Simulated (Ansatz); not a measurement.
System: CH₅B···H₂.

The calculation's input:

```
crystal:
  periodic: [false, false, false]
  atoms:
    - { symbol: B, position_ang: [0.01314, 0.120884, 0.304675] }
    - { symbol: C, position_ang: [0.022214, 0.207791, 1.886983] }
    - { symbol: H, position_ang: [-0.925019, -0.059706, 2.379296] }
    - { symbol: H, position_ang: [0.86135, -0.31425, 2.371215] }
    - { symbol: H, position_ang: [0.185324, 1.288356, 2.091552] }
    - { symbol: H, position_ang: [1.051077, 0.01652, -0.305145] }
    - { symbol: H, position_ang: [-1.00696, 0.27892, -0.323166] }
    - { symbol: H, position_ang: [-0.285641, -2.248587, 0.270289] }
    - { symbol: H, position_ang: [-0.265785, -1.861929, 0.877201] }
basis:
  gaussian: { orbitals: def2-SVP }
hamiltonian:
  xc: b3lyp
relax:
  f_tol: 0.03
  max_steps: 50
output:
  orbitals: {}
```

Run with:

```sh
ansatz run input.yaml --threads 1 --pin off --max-ram 2048MiB --backend cpu --events-out ev --progress --plain --runs-dir out
```

The fields are those of the run's last geometry, not of the input's.

Computed with Ansatz, RKS B3LYP/def2-SVP.

### What will maps of the electron density and electron localisation function show?

B1···H8 (2.85 Å): the density falls to about 0.03 e/Å³ on the way; the ELF dips to about 0 between them (a non-bonded, intermolecular contact).
C–B (1.56 Å): ρ is about 1.4 e/Å³ halfway; the ELF peaks at about 1 between the atoms, as expected for localised, covalent bonding.
H–H (0.76 Å): the density is about 1.7 e/Å³ at the midpoint; the ELF is about 1 at the midpoint.
C–H (1.11 Å): ρ is about 1.8 e/Å³ halfway; the ELF climbs to about 1 towards the hydrogen, as it does in any bond to H (a covalent bond by its length).

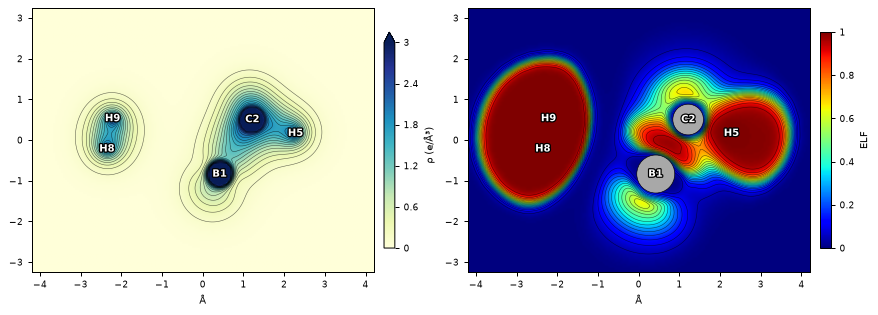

Computed electron density and electron localisation function on the plane of atoms B1, C2 and H5, in this order. Grey discs cover the atomic cores in the ELF map. 
